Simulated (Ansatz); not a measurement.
A series of calculations on BSiPNH7

**1. Relaxation**

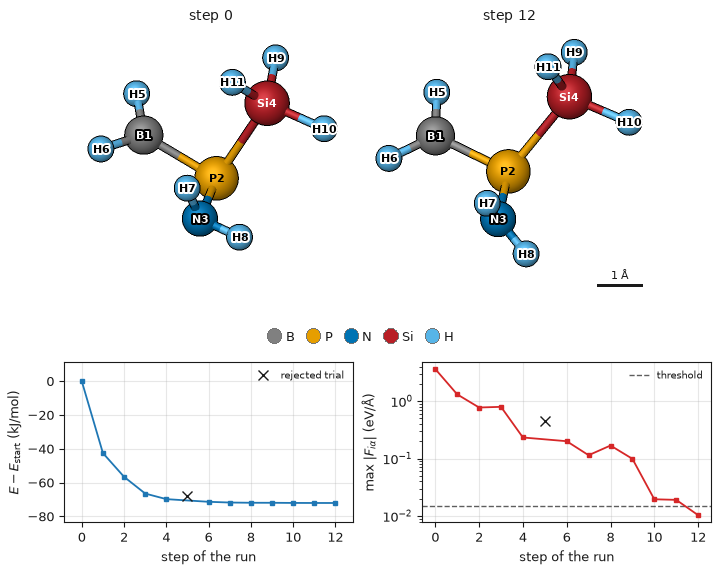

First and last geometry of a relaxation of BSiPNH7, with the history of the run. A ball-and-stick model, seen at a tilt.

The run prepares an end point of a later path (torsion) calculation, from a guessed geometry.

Level of theory: Ansatz 0.2.0, RHF/def2-SVP.

Input
```yaml
crystal:
  periodic: [false, false, false]
  atoms:
    - { symbol: B, position_ang: [-0.995, 1.4581, 0.0733] }
    - { symbol: P, position_ang: [-1.128, -0.4289, 0.1666] }
    - { symbol: "N", position_ang: [-0.2427, -0.5506, 1.7029] }
    - { symbol: Si, position_ang: [0.6946, -0.7349, -1.164] }
    - { symbol: H, position_ang: [-1.3504, 2.0426, -0.9564] }
    - { symbol: H, position_ang: [-0.7197, 2.1571, 1.0] }
    - { symbol: H, position_ang: [0.7157, -0.0222, 1.643] }
    - { symbol: H, position_ang: [0.0751, -1.5419, 1.8388] }
    - { symbol: H, position_ang: [0.2451, -0.4175, -2.5043] }
    - { symbol: H, position_ang: [1.0508, -2.1481, -1.0483] }
    - { symbol: H, position_ang: [1.72, 0.1294, -0.7309] }
basis:
  gaussian: { orbitals: def2-SVP }
hamiltonian:
  xc: hf
relax:
  f_tol: 0.015
  max_steps: 40
output:
  orbitals: {}
```

Launched with:
```bash
ansatz run input.yaml --threads 1 --pin off --max-ram 2048MiB --backend cpu --events-out ev --progress --plain --runs-dir out
```

Question: What do the curves and the structures tell?

Answer: It converged. Over 11 accepted moves (12 points after the start) the energy falls by 72.0 kJ/mol. Largest force component: 3.6 eV/Å at the start, 0.01 eV/Å at the end. The line search rejected the trial step at point 5 of the run. The largest moves after the best rigid fit, 0.55 Å, are those of H6 and H11. By element the largest moves are H 0.55 Å, P 0.41 Å, B 0.18 Å, N 0.18 Å, Si 0.18 Å. Some distances before and after: N3–H7 1.096 → 1.001 Å, Si4–H11 1.409 → 1.485 Å, P2–N3 1.777 → 1.709 Å, N3–H8 1.050 → 1.001 Å. Among the angles between lasting bonds that change: B1–P2–N3 94.3° → 109.6°, B1–P2–Si4 92.8° → 106.6°, N3–P2–Si4 95.6° → 108.1°.

```tsv
step	E − E(0), kJ/mol	largest force component, eV/Å	note
0	0.00	3.6205	
1	-42.49	1.3126	
2	-56.53	0.7748	
3	-66.43	0.7958	
4	-69.74	0.2330	
5	-67.99	0.4444	rejected
6	-71.31	0.2005	
7	-71.75	0.1144	
8	-71.88	0.1687	
9	-71.90	0.0990	
10	-71.98	0.0196	
11	-72.01	0.0191	
12	-72.02	0.0103
```

Limits of the set-up: Hartree-Fock leaves out electron correlation.

**2. Relaxation**

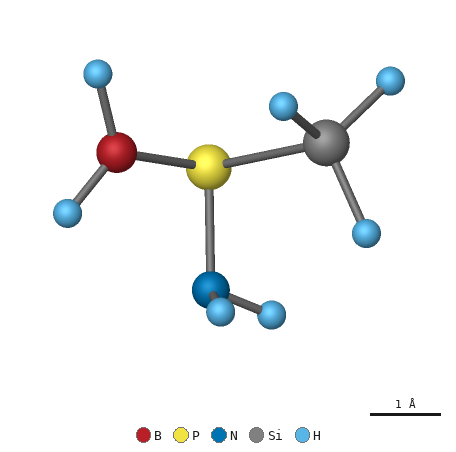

This is the input geometry for a relaxation of BSiPNH$_{7}$. A ball-and-stick model, seen at a tilt.

The run prepares an end point of a later path (torsion) calculation, from a guessed geometry.

Method: RHF/def2-SVP (Ansatz).

Input
```yaml
crystal:
  periodic: [false, false, false]
  atoms:
    - { symbol: B, position_ang: [-0.995, 1.4581, 0.0733] }
    - { symbol: P, position_ang: [-1.128, -0.4289, 0.1666] }
    - { symbol: "N", position_ang: [-0.2427, -0.5506, 1.7029] }
    - { symbol: Si, position_ang: [0.6946, -0.7349, -1.164] }
    - { symbol: H, position_ang: [-1.3504, 2.0426, -0.9564] }
    - { symbol: H, position_ang: [-0.7197, 2.1571, 1.0] }
    - { symbol: H, position_ang: [0.7157, -0.0222, 1.643] }
    - { symbol: H, position_ang: [0.0751, -1.5419, 1.8388] }
    - { symbol: H, position_ang: [1.75352, -1.15462, -0.26861] }
    - { symbol: H, position_ang: [0.99047, 0.56882, -1.75575] }
    - { symbol: H, position_ang: [0.39187, -1.72053, -2.12469] }
basis:
  gaussian: { orbitals: def2-SVP }
hamiltonian:
  xc: hf
relax:
  f_tol: 0.015
  max_steps: 40
```

Launched with:
```bash
ansatz run input.yaml --threads 1 --pin off --max-ram 2048MiB --backend cpu --events-out ev --progress --plain --runs-dir out
```

> Predict the outcome.

Over 20 accepted moves (26 points after the start) the energy falls by 20.4 kcal/mol. The largest force component goes from 3.5 to 0.01 eV/Å. The line search rejected the trial steps at points 7, 9, 17, 21, 23, 25 of the run. The largest moves after the best rigid fit, 1.21 Å, are those of H9 and H10. Largest moves by element: H 1.21 Å, P 0.42 Å, B 0.31 Å, Si 0.21 Å, N 0.20 Å. Near-neighbour distances that change, for instance: N3–H7 1.096 → 1.001 Å, Si4–H11 1.409 → 1.481 Å, P2–N3 1.777 → 1.709 Å, N3–H8 1.050 → 1.000 Å. Bond angles that change, for instance: B1–P2–N3 94.3° → 109.6°, B1–P2–Si4 92.8° → 106.9°, N3–P2–Si4 95.6° → 108.1°. Groups turn about P2–Si4 by about 55°.

Step by step:

```csv
step,"E − E(0), kcal/mol","largest force component, eV/Å",note
0,0.00,3.4747,
1,-11.35,1.1960,
2,-14.68,0.8490,
3,-16.69,1.0484,
4,-17.64,0.4102,
5,-17.68,0.5164,
6,-18.26,0.1974,
7,-18.15,0.5002,rejected
8,-18.49,0.0845,
9,-18.42,0.3977,rejected
10,-18.62,0.0585,
11,-18.71,0.0399,
12,-18.81,0.0894,
13,-18.92,0.1744,
14,-19.04,0.2636,
15,-19.06,0.4762,
16,-19.95,0.1560,
17,-19.73,0.3068,rejected
18,-20.19,0.0493,
19,-20.28,0.0732,
20,-20.36,0.1386,
21,-20.35,0.0921,rejected
22,-20.40,0.0689,
23,-20.39,0.0739,rejected
24,-20.41,0.0225,
25,-20.40,0.0554,rejected
26,-20.42,0.0101,
```

The structure at the end:

```xyz
11

B    -0.9175    1.7078    0.2325
P    -0.8034   -0.1581    0.1821
N    -0.2892   -0.7422    1.7036
Si    0.7852   -0.6793   -1.3452
H    -0.9774    2.2929   -0.8122
H    -1.0366    2.2919    1.2700
H     0.6365   -0.5511    2.0336
H    -0.6014   -1.6565    1.9633
H     2.1420   -0.2354   -0.9363
H     0.4244   -0.0453   -2.6336
H     0.8229   -2.1518   -1.5026
```

The end point in the same view:

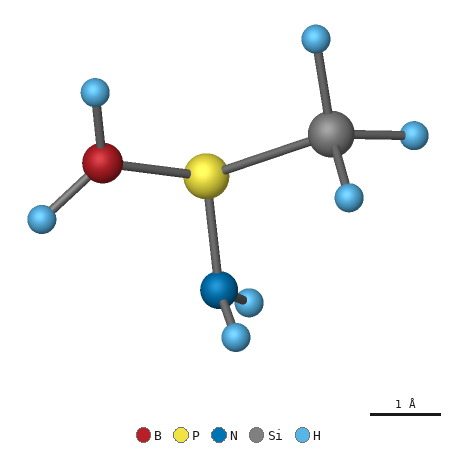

Limits of the set-up: Hartree-Fock leaves out electron correlation.

**3. Path**

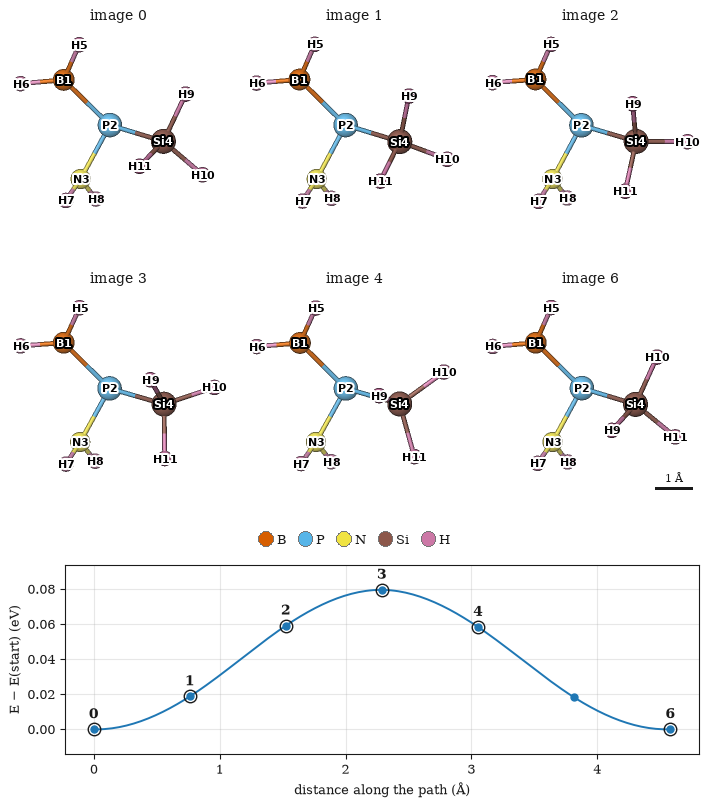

A search for the minimum-energy path of BSiPNH7 by the nudged elastic band. Images are numbered from 0 (start) to 6 (end). The picture is a ball-and-stick view, seen from a free direction.

The calculation used Ansatz 0.2.0, RHF/def2-SVP. Settings: 5 movable images; climbing image; force threshold 0.05 eV/Å; iteration limit 60; starting path by image-dependent pair potential.

Describe the mechanism and the energy profile.

The barrier is about 0.080 eV in both directions, with image 3 at the top; the ends have the same energy. The motion is a rotation about the P2–Si4 bond by about 120°. No bond forms or breaks between the ends. Bond angles that change up to the highest image, for instance: P2–Si4–H11 112.9° → 106.9°, P2–Si4–H9 108.5° → 113.1°. The band converged in 5 iterations, with a climbing image at the top. At the top, the vibrational analysis gives one imaginary mode (145i cm⁻¹), as a transition state must have.

Limits of the set-up: Hartree-Fock leaves out electron correlation.
